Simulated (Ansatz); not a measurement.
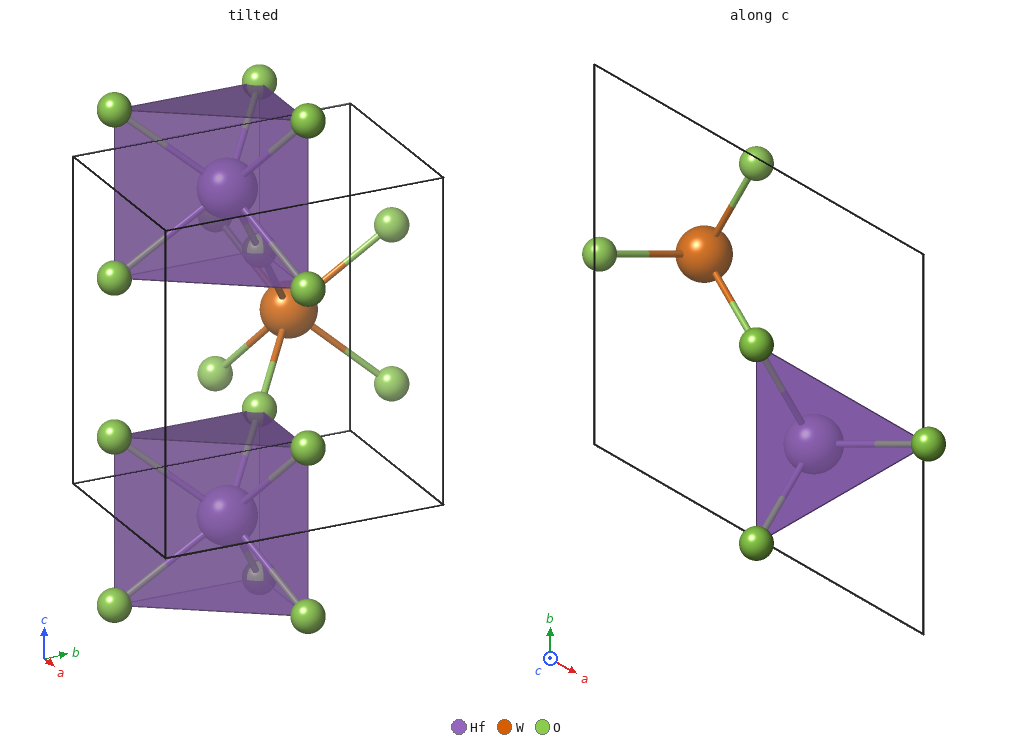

A polyhedral rendering, viewed slightly off an axis and along the c axis. The conventional unit cell is drawn as a box. Some neighbours outside the box are added.

HfWO6, space group P-6m2 (No. 187), a = 5.497 Å, b = 5.497 Å, c = 4.766 Å, α = 90.00°, β = 90.00°, γ = 120.00°. Starting structure: a structure type filled with these elements by a generator (whether the compound takes this form wasn't checked). Earlier steps of the study may have refined or changed the cell and positions. Ansatz was used for an electronic-structure calculation on it.

This one geometry was computed with Ansatz (DFT, plane waves, PAW) at three levels of theory: PBE+U (U_eff = 6.20 eV on W d), LDA and PBE.

Q: Which level gives the highest pressure at this volume, and what does that say about its equilibrium volume?

A: Highest: PBE+U (U_eff = 6.20 eV on W d) (0.4 GPa) and PBE (0.0 GPa), which points to the largest equilibrium volume. Lowest, with the smallest volume: LDA (-8.4 GPa). Levels within 0.5 GPa of each other can't be told apart.

Q: How does the band gap change with the level of theory?

A: All levels give a metal.

Q: Collect the results in a table.

A:
| level | cutoff (eV) | k-mesh of the run's cell | gap (eV) | pressure (GPa) |
| --- | --- | --- | --- | --- |
| PBE+U (U_eff = 6.20 eV on W d) | 420 | 12×12×8 | metal | 0.4 |
| LDA | 420 | 12×12×8 | metal | -8.4 |
| PBE | 420 | 12×12×8 | metal | 0.0 |

Gaps are taken on the k-mesh or band path of each run.
